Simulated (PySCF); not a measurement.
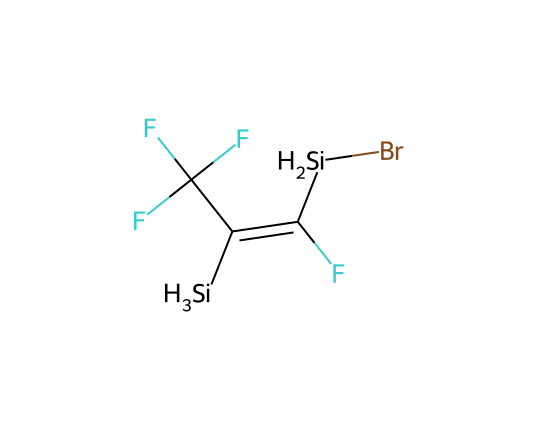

Figure made from data computed with PySCF.

Skeletal drawing of a molecule.

### Give its SMILES.

F/C([SiH2]Br)=C(\[SiH3])C(F)(F)F

### What is the molecular formula?

C3H5BrF4Si2.

### An optimisation with PBE0-D3(BJ)/def2-SVP gave a structure of which point group?

C1. Other conformers may differ.
